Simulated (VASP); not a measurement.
Given:

```xyz
5
Lattice="-1.8729 1.8729 6.2006 1.8729 -1.8729 6.2006 1.8729 1.8729 -6.2006" Properties=species:S:1:pos:R:3 pbc="T T T"
K      1.8729     1.8729     6.2006
Fe     0.0000     1.8729     3.1003
Fe     1.8729     0.0000     3.1003
P      0.0000     0.0000     4.1861
P      0.0000     0.0000     8.2151
```

The numbers are results of PBEsol GGA, VASP's PBE PAW potentials (set 64) (plane waves; VASP 6.6.1), not measurements. Numerical set-up: 400 eV cut-off, 13×13×13 Γ-centred mesh, tetrahedra with Blöchl corrections, potentials K_sv Fe P.

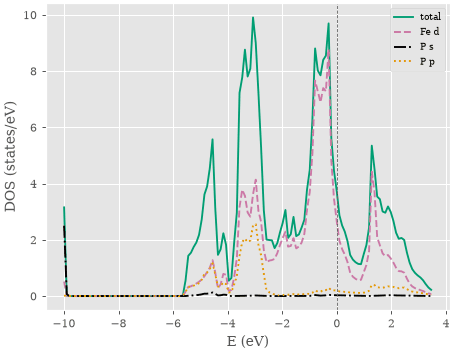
Total and projected density of states, zero at the Fermi level

Within 2 eV below the Fermi level the largest weight inside VASP's projection spheres is Fe d.

It has no gap at this level: it comes out as a metal or semimetal.

The structure comes from a computed database's Fe2KP2 entry (I4/mmm); how it stands against other phases isn't given here. It was relaxed first. The run is not spin-polarised, so no magnetic state was tried. The electron count is odd and the run is not spin-polarised, which forces a metal.
